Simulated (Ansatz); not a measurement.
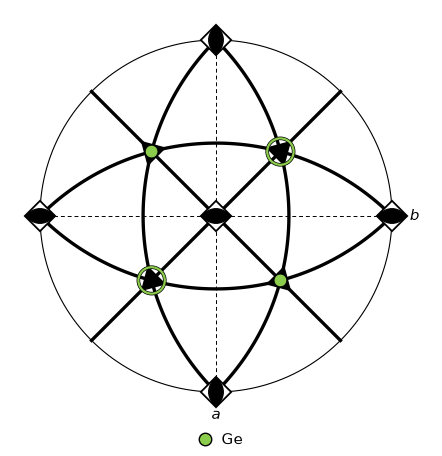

Crystal: Ge, the input geometry of an electronic-structure calculation (not necessarily at equilibrium). Directions from one germanium atom at (1/2, 0, 1/2) to its bonded neighbours, in stereographic projection down c (filled: above the plane of the page or in it, open: below). Geometry calculated from the standardised cell; symmetry tolerance 0.002 Å.

Neighbours are counted up to 2.73 Å for Ge. The symmetry elements of the site are drawn in: heavy lines are mirror planes (a heavy rim: a mirror in the plane of the page); lens, triangle, square and hexagon are 2-, 3-, 4- and 6-fold axes, a lens in an open square is −4, a triangle in an open hexagon −6; thin dashed diameters join the ends of axes that lie in the page; a small open circle marks inversion.

```
CELL_PARAMETERS angstrom
5.62200 0.00000 0.00000
0.00000 5.62200 0.00000
0.00000 0.00000 5.62200
ATOMIC_POSITIONS crystal
Ge 0.50000 0.00000 0.50000
Ge 0.25000 0.25000 0.25000
Ge 0.50000 0.50000 0.00000
Ge 0.25000 0.75000 0.75000
Ge 0.00000 0.00000 0.00000
Ge 0.75000 0.25000 0.75000
Ge 0.00000 0.50000 0.50000
Ge 0.75000 0.75000 0.25000
```

Q: How many neighbours are there, and at what angles?

A: 4: 4 Ge at 2.43 Å. Angles between bonds: 109° (6×).

Q: What is the site's symmetry in the crystal?

A: Point group -43m (Td), order 24: three −4 axes, four threefold axes, six mirror planes. In No. 227, Fd-3m, origin choice 1 this is Wyckoff position 8a.
